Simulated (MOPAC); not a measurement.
Potential energy curve for GeB (cation, charge +1), lowest singlet found (which spin is the ground state isn't settled by this scan).

PM6, restricted, heats of formation (MOPAC).

Energies are in kcal/mol, each relative to the lowest point of its own curve between 2.59 and 2.99 Å, where full CI is lowest.

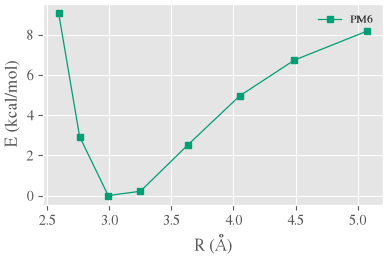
Fig. 1. Energy against bond length for each method.

```csv
R / Å,PM6
2.59,9.1
2.76,2.9
2.99,0.0
3.25,0.2
3.63,2.5
4.05,5.0
4.49,6.7
5.08,8.2
```

The scan ran from 1.47 to 6.97 Å; beyond the distances shown full CI changes its symmetry label. The restricted form behind PM6 keeps the bonding electrons paired and can't separate into open-shell fragments.
